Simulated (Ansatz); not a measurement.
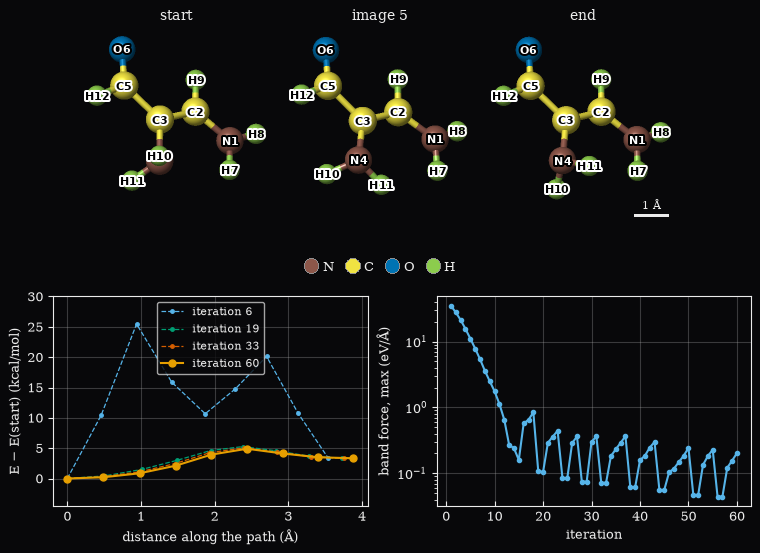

NEB run on C3H6N2O. Images are numbered from 0 (start) to 8 (end). The plot follows the band through its iterations. A ball-and-stick model, seen at a tilt.

Method: RKS B3LYP-D4/def2-SVP in Ansatz. Run with 7 movable images; climbing image; force threshold 0.03 eV/Å; iteration limit 60; optimiser L-BFGS; largest step 0.02 Å; starting path through a guess of the saddle point.

**Did the band converge, and can the barrier be trusted?**

The result isn't final. The band hadn't converged when the run stopped after 60 iterations. The largest component of the band force went from 35 to 0.2 eV/Å. The barrier read from it is provisional, though the highest image hardly moved in the last two iterations. The step length is far from the usual. The first iteration put the highest image at 141.85 kcal/mol. The highest point, image 5, lies 4.91 kcal/mol above the start and 1.57 kcal/mol above the end; the end is at +3.34 kcal/mol relative to the start.
